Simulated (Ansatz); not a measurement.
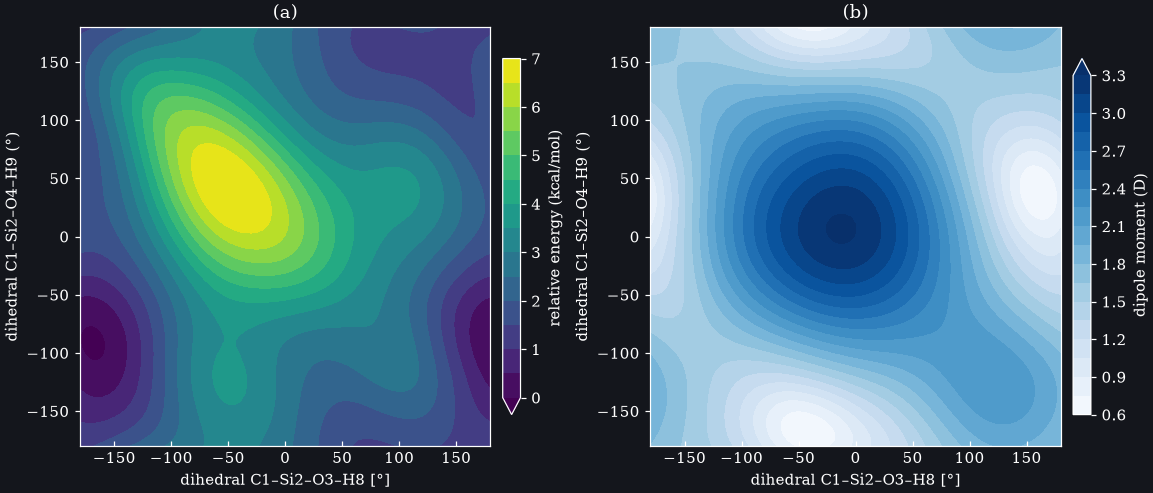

CH5O2Si, SMILES C[Si](O)O, spin multiplicity 2. 
- The first coordinate is: dihedral C1–Si2–O3–H8; the second: dihedral C1–Si2–O4–H9.
- Nothing is relaxed (all other coordinates rigid).
- The scan uses a 12 × 12 grid.
- Energies are in kcal/mol, from the lowest grid point.
- Level of theory: UKS CAM-B3LYP-D4/def2-SVP (Ansatz).

Panel (a) is the energy and panel (b) the computed dipole moment on the same grid.

The picture shows filled contours. Between grid points the surface is interpolated.

How does the dipole moment vary over the map, and what is it at the lowest grid point?

Leaving out the highest fifth of the energies, it runs from 0.70 D at dihedral C1–Si2–O3–H8 = 150°, dihedral C1–Si2–O4–H9 = 30° to 2.72 D at dihedral C1–Si2–O3–H8 = 0°, dihedral C1–Si2–O4–H9 = −60°. At the lowest grid point, dihedral C1–Si2–O3–H8 = −180°, dihedral C1–Si2–O4–H9 = −90°, it is 1.71 D.
